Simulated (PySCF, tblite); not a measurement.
**C5H9NOSi: dynamics, then NMR shifts on frames**

Aim: move C5H9NOSi (`C#CC(=O)NCC[SiH3]`) away from its starting geometry and see how NMR shifts follow the geometry.

Programs: tblite 0.8.0 and PySCF 2.14.0, with density-fitted response routines of our own. Each step states its level of theory. These are calculated values for one molecule in the gas phase, unless marked as measured. Atoms count from 0, in the outputs and in this text.

## Step 1: The starting structure

17 atoms, charge 0, multiplicity 1; geometry from: GFN2-xTB.

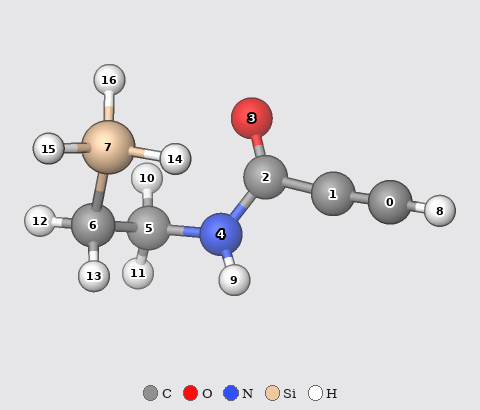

As it starts; carbon grey, oxygen red, nitrogen blue, silicon light orange, hydrogen white, atoms numbered.

## Step 2: Dynamics with GFN2-xTB

Job settings and geometry (Å):

```
{"job": {"kind": "md", "xc": "GFN2-xTB", "basis": "xTB", "temperature": 300, "steps": 2000, "every": 50, "frames": 5}, "charge": 0, "multiplicity": 1}
C      3.636380     0.984817     0.340378
C      2.619645     0.414196     0.058230
C      1.399903    -0.224117    -0.393196
O      1.065243    -0.250850    -1.558606
N      0.699587    -0.795785     0.615928
C     -0.599481    -1.388000     0.399337
C     -1.733902    -0.472250     0.853446
Si    -1.728957     1.220032    -0.033656
H      4.526528     1.474092     0.608615
H      0.997537    -0.645757     1.567326
H     -0.677909    -1.578652    -0.673338
H     -0.639658    -2.346228     0.930750
H     -2.678126    -0.985152     0.667192
H     -1.665963    -0.331182     1.934953
H     -0.536757     1.973235     0.367699
H     -2.915385     1.944411     0.430849
H     -1.775682     1.019218    -1.476354
```

Level: GFN2-xTB Langevin dynamics, gas phase.

Run with:

```sh
$ OMP_NUM_THREADS=1 python probes_run.py task.json out
```

The driver reads the jobs from task.json and runs them one after another.

What it wrote:

```text
t/fs     T/K      E/eV
    0.0   259.0   -651.47057
   25.0   188.8   -651.17773
   50.0   226.3   -650.99931
   75.0   203.7   -650.99102
  100.0   293.8   -651.07813
  125.0   273.8   -651.07849
  150.0   189.4   -650.97110
  175.0   255.9   -651.07261
  200.0   255.6   -651.16169
  225.0   206.8   -651.19054
  250.0   197.8   -651.05053
  275.0   169.4   -651.00500
  300.0   216.2   -651.00683
  325.0   246.5   -651.03749
  350.0   203.6   -651.06466
  375.0   212.7   -650.93623
  400.0   290.9   -651.00230
  425.0   262.9   -651.08010
  450.0   181.3   -651.02579
  475.0   242.6   -651.03828
  500.0   234.0   -651.04988
  525.0   292.4   -650.98467
  550.0   300.7   -650.94496
  575.0   266.0   -650.89926
  600.0   263.2   -650.95614
  625.0   250.2   -650.94872
  650.0   326.1   -651.04014
  675.0   250.5   -651.02769
  700.0   243.1   -650.86785
  725.0   256.2   -650.98486
  750.0   288.3   -650.93648
  775.0   247.1   -650.76200
  800.0   271.1   -650.93061
  825.0   371.4   -650.78652
  850.0   336.7   -650.57849
  875.0   455.6   -650.78494
  900.0   439.4   -650.59206
  925.0   384.1   -650.65543
  950.0   302.4   -650.59703
  975.0   396.5   -650.70591
 1000.0   364.9   -650.69616
```

It took 53 s on 1 thread of AMD EPYC, shared host.

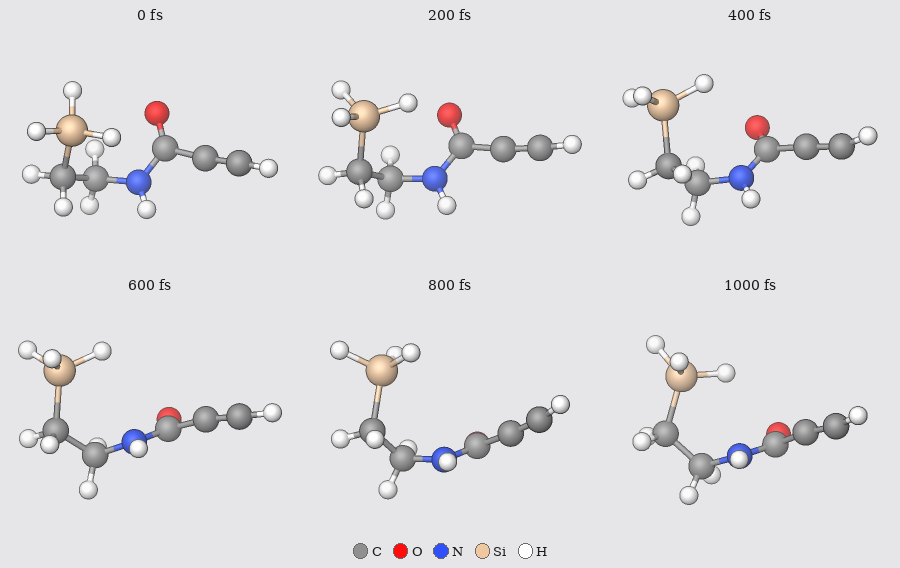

Frames of the run.

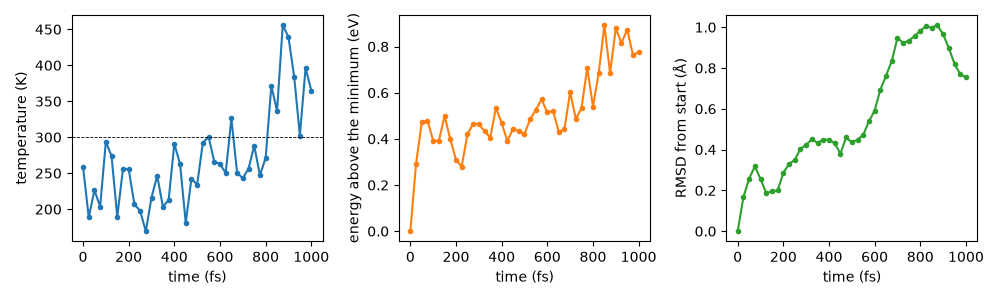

Temperature, potential energy and distance from the start.

Positions (Å) and forces (eV/Å) at 1000 fs:

```xyz
17

C     2.375    2.277    1.007    0.414    1.376   -0.210
C     1.518    1.436    0.974    1.570    0.627    0.420
C     0.715    0.258    0.997   -0.717    1.892   -0.580
O     0.885   -0.665    0.267    0.505   -2.097   -0.627
N    -0.416    0.551    1.653   -1.127   -1.538   -0.175
C    -1.492   -0.425    1.728   -0.664    1.131    1.818
C    -2.723   -0.200    0.858   -0.467   -0.918   -0.634
Si   -2.447    0.738   -0.758    0.845    2.267    0.581
H     2.952    3.203    0.955   -0.583   -1.219    0.090
H    -0.509    1.406    2.131   -0.124    0.866    0.489
H    -1.062   -1.384    1.578    0.410   -0.838   -0.371
H    -1.835   -0.357    2.796    0.147   -0.392   -0.528
H    -3.188   -1.183    0.604    0.546    0.418    0.180
H    -3.501    0.279    1.420   -0.309    0.503    0.424
H    -1.040    0.571   -1.098   -0.061    0.019   -0.181
H    -2.716    2.345   -0.551    0.324   -1.605   -0.008
H    -3.309    0.461   -1.843   -0.711   -0.491   -0.688
```

## Step 3: Nuclear shieldings: 250 fs, PBE0/pcSseg-1

Job settings and geometry (Å):

```
{"job": {"kind": "nmr", "xc": "PBE0", "basis": "pcSseg-1", "pop": false}, "charge": 0, "multiplicity": 1}
C      3.575300     0.598400     0.221600
C      2.406200     0.425900     0.020100
C      1.126600    -0.183400    -0.315400
O      0.856100    -0.688500    -1.389100
N      0.444100    -0.364700     0.819400
C     -0.777300    -1.129900     0.967000
C     -2.057800    -0.255700     1.010900
Si    -2.171000     1.087900    -0.370800
H      4.600700     0.887500     0.354500
H      0.708700     0.208900     1.601200
H     -0.802600    -1.774500     0.086300
H     -0.663700    -1.790600     1.817900
H     -2.855000    -0.916200     1.068200
H     -2.121200     0.271100     1.945700
H     -0.811900     1.505000    -0.530900
H     -3.037800     2.087600     0.173300
H     -2.646400     0.616800    -1.704800
```

Method: GIAO PBE0/pcSseg-1 NMR shielding, non-relativistic, gas phase.

What it wrote:

```text
coarse grid: 14784 points
cycle   1  E = -614.5628624809  dE =  1.167e+00  |g| = 8.781e-01  |ddm| = 3.778e+00
cycle   2  E = -613.9622435169  dE =  6.006e-01  |g| = 1.925e+00  |ddm| = 2.840e+00
cycle   3  E = -614.7073464208  dE = -7.451e-01  |g| = 2.525e-01  |ddm| = 2.191e+00
cycle   4  E = -614.7207030513  dE = -1.336e-02  |g| = 9.183e-02  |ddm| = 3.157e-01
cycle   5  E = -614.7223716246  dE = -1.669e-03  |g| = 2.913e-02  |ddm| = 8.189e-02
cycle   6  E = -614.7225665744  dE = -1.949e-04  |g| = 7.823e-03  |ddm| = 3.203e-02
cycle   7  E = -614.7225766704  dE = -1.010e-05  |g| = 4.122e-03  |ddm| = 8.206e-03
cycle   8  E = -614.7225806215  dE = -3.951e-06  |g| = 1.241e-03  |ddm| = 3.533e-03
final grid: 138520 points
cycle   9  E = -614.7797713158  dE = -1.997e-05  |g| = 1.227e-02  |ddm| = 3.390e-02
cycle  10  E = -614.7796748793  dE =  9.644e-05  |g| = 2.533e-02  |ddm| = 2.999e-02
cycle  11  E = -614.7798007751  dE = -1.259e-04  |g| = 2.345e-03  |ddm| = 2.178e-02
cycle  12  E = -614.7798019708  dE = -1.196e-06  |g| = 4.405e-04  |ddm| = 2.061e-03
cycle  13  E = -614.7798020024  dE = -3.161e-08  |g| = 2.728e-04  |ddm| = 5.552e-04
cycle  14  E = -614.7798020199  dE = -1.746e-08  |g| = 6.942e-05  |ddm| = 2.217e-04
cycle  15  E = -614.7798020211  dE = -1.174e-09  |g| = 1.280e-05  |ddm| = 6.353e-05
cycle  16  E = -614.7798020211  dE = -3.638e-11  |g| = 2.369e-06  |ddm| = 1.414e-05
converged SCF energy = -614.7798020211

GIAO shielding tensors (ppm)
atom      isotropic    diamagn.    paramagn.     s11        s22        s33       span
  0 C      104.157     259.403    -155.247     32.563     45.839    234.069    201.506
  1 C      101.861     260.559    -158.698     -5.637     13.422    297.799    303.436
  2 C       31.997     244.566    -212.569    -67.754     70.230     93.516    161.269
  3 O      -74.602     402.841    -477.443   -364.909   -211.557    352.659    717.568
  4 N      117.444     329.867    -212.423     16.467    141.350    194.514    178.046
  5 C      149.611     245.530     -95.919    114.831    164.682    169.320     54.489
  6 C      178.194     249.943     -71.749    165.215    171.520    197.848     32.633
  7 Si     429.866     879.736    -449.871    396.768    432.083    460.747     63.979
  8 H       28.911      31.060      -2.149     24.377     24.625     37.731     13.354
  9 H       27.068      35.210      -8.142     21.320     29.122     30.761      9.440
 10 H       27.760      31.255      -3.495     23.640     27.723     31.916      8.277
 11 H       28.922      29.653      -0.730     22.248     28.504     36.015     13.768
 12 H       32.147      30.269       1.879     27.085     29.404     39.953     12.868
 13 H       31.531      31.156       0.375     26.678     29.731     38.185     11.507
 14 H       28.269      30.884      -2.615     23.700     29.235     31.871      8.171
 15 H       28.478      29.330      -0.851     24.539     26.190     34.705     10.166
 16 H       27.561      28.410      -0.849     24.418     25.249     33.016      8.598
```

It took 77 s on 1 thread of AMD EPYC, shared host; peak memory 0.85 GiB.

The references, computed at this level on geometries of the same kind, shield at (ppm): 1H TMS 31.72, 13C TMS 186.9, 29Si TMS 349.2, 15N NH3 267.7, 17O H2O 336.1. Their shielding less the atom's gives the shift. The references are single molecules in the gas phase, so shifts against H2O, NH3, PH3, H3PO4 or CFCl3 are not on the usual liquid scales and can be off by tens of ppm. Each atom is listed at this fixed geometry, with no averaging over motion; a spectrum would average atoms that exchange fast.

```
atoms                           environment  σ (ppm)  δ (ppm)
   C2                 amide carbonyl carbon     32.0    154.9
   C1                         alkyne carbon    101.9     85.1
   C0                terminal alkyne carbon    104.2     82.8
   C5                   sp3 CH2 bonded to N    149.6     37.3
   C6                  sp3 CH2 bonded to Si    178.2      8.7
   H9    hydrogen on an amide-type nitrogen    27.07     4.65
  H16     hydrogen on a silicon bonded to C    27.56     4.16
  H10    hydrogen on an sp3 CH2 bonded to N    27.76     3.96
  H14     hydrogen on a silicon bonded to C    28.27     3.45
  H15     hydrogen on a silicon bonded to C    28.48     3.24
   H8  hydrogen on a terminal alkyne carbon    28.91     2.81
  H11    hydrogen on an sp3 CH2 bonded to N    28.92     2.79
  H13   hydrogen on an sp3 CH2 bonded to Si    31.53     0.19
  H12   hydrogen on an sp3 CH2 bonded to Si    32.15    -0.43
   O3            amide-type carbonyl oxygen    -74.6    410.7
   N4                   amide-type nitrogen    117.4    150.3
  Si7              silicon bonded to C, 3 H    429.9    -80.7
```

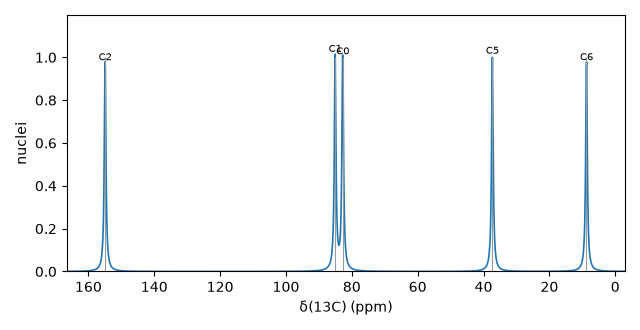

13C lines at the computed shifts, without couplings. Lines are broadened to a width of 0.58 ppm (Lorentzian).

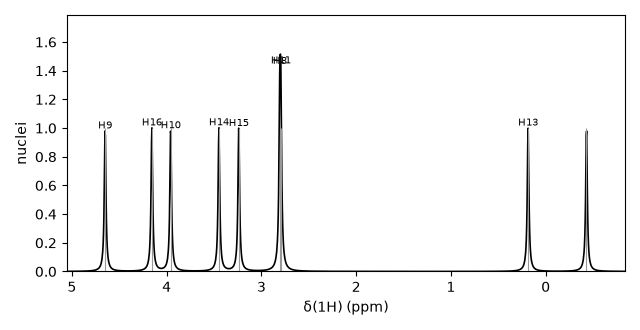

1H lines at the computed shifts, without couplings. Lines are broadened to a width of 0.02 ppm (Lorentzian).

## Step 4: Nuclear shieldings: 425 fs, PBE0/pcSseg-1

Job settings and geometry (Å):

```
{"job": {"kind": "nmr", "xc": "PBE0", "basis": "pcSseg-1", "pop": false}, "charge": 0, "multiplicity": 1}
C      3.235000     1.308000     0.320300
C      2.377100     0.490200     0.105000
C      1.163500    -0.364200    -0.008000
O      0.912300    -1.013600    -0.983200
N      0.404300    -0.251800     1.094800
C     -0.913500    -0.838000     1.216400
C     -1.925200     0.307900     1.213200
Si    -2.296700     0.911900    -0.593700
H      4.106800     1.864800     0.615800
H      0.673000     0.328300     1.855600
H     -1.012400    -1.543600     0.377500
H     -0.988300    -1.433700     2.127600
H     -2.915100     0.096500     1.594000
H     -1.574500     1.105300     1.918500
H     -1.122700     1.301400    -1.349500
H     -3.245600     1.948500    -0.535600
H     -2.862000    -0.206400    -1.453900
```

Method: GIAO PBE0/pcSseg-1 NMR shielding, non-relativistic, gas phase.

What it wrote:

```text
coarse grid: 14784 points
cycle   1  E = -614.5715118721  dE =  1.100e+00  |g| = 8.705e-01  |ddm| = 3.777e+00
cycle   2  E = -614.0564383724  dE =  5.151e-01  |g| = 1.828e+00  |ddm| = 2.417e+00
cycle   3  E = -614.7145470673  dE = -6.581e-01  |g| = 2.265e-01  |ddm| = 1.854e+00
cycle   4  E = -614.7248427632  dE = -1.030e-02  |g| = 8.838e-02  |ddm| = 2.746e-01
cycle   5  E = -614.7264027952  dE = -1.560e-03  |g| = 2.489e-02  |ddm| = 7.619e-02
cycle   6  E = -614.7265493009  dE = -1.465e-04  |g| = 5.437e-03  |ddm| = 2.740e-02
cycle   7  E = -614.7265551202  dE = -5.819e-06  |g| = 1.988e-03  |ddm| = 5.349e-03
final grid: 138520 points
cycle   8  E = -614.7841054489  dE = -1.672e-05  |g| = 1.286e-02  |ddm| = 3.512e-02
cycle   9  E = -614.7840101088  dE =  9.534e-05  |g| = 2.541e-02  |ddm| = 2.919e-02
cycle  10  E = -614.7841385983  dE = -1.285e-04  |g| = 2.222e-03  |ddm| = 2.044e-02
cycle  11  E = -614.7841396951  dE = -1.097e-06  |g| = 3.186e-04  |ddm| = 1.929e-03
cycle  12  E = -614.7841397183  dE = -2.323e-08  |g| = 9.153e-05  |ddm| = 4.076e-04
cycle  13  E = -614.7841397199  dE = -1.551e-09  |g| = 4.918e-05  |ddm| = 1.270e-04
cycle  14  E = -614.7841397203  dE = -4.486e-10  |g| = 2.333e-05  |ddm| = 4.488e-05
converged SCF energy = -614.7841397203

GIAO shielding tensors (ppm)
atom      isotropic    diamagn.    paramagn.     s11        s22        s33       span
  0 C      108.563     259.518    -150.955     38.769     44.498    242.422    203.654
  1 C       99.048     257.361    -158.313     -6.298     10.455    292.986    299.284
  2 C       36.424     249.292    -212.868    -61.854     81.520     89.605    151.459
  3 O      -57.269     403.397    -460.666   -353.385   -185.630    367.208    720.593
  4 N      116.639     331.186    -214.547     15.079    135.829    199.010    183.931
  5 C      149.702     245.878     -96.177    120.099    158.670    170.337     50.238
  6 C      170.013     250.686     -80.673    143.366    174.938    191.735     48.369
  7 Si     419.798     879.710    -459.913    373.757    410.258    475.377    101.620
  8 H       28.930      31.001      -2.071     24.115     24.579     38.096     13.981
  9 H       27.042      36.299      -9.257     21.561     28.900     30.664      9.103
 10 H       27.406      31.092      -3.687     24.466     26.797     30.954      6.488
 11 H       28.721      29.279      -0.558     22.559     27.571     36.035     13.476
 12 H       30.732      29.279       1.453     25.882     28.178     38.137     12.256
 13 H       30.456      30.989      -0.533     26.083     29.400     35.883      9.799
 14 H       27.836      30.157      -2.322     23.962     27.953     31.592      7.630
 15 H       28.569      29.754      -1.184     24.821     25.846     35.041     10.219
 16 H       27.162      28.356      -1.194     24.276     25.179     32.030      7.754
```

It took 66 s on 1 thread of AMD EPYC, shared host; peak memory 0.85 GiB.

In short: δ C2 150.5, C1 87.9, C0 78.4, C5 37.2, H9 4.67, H16 4.56 ppm.

(Part 1 of 2 ends here.)
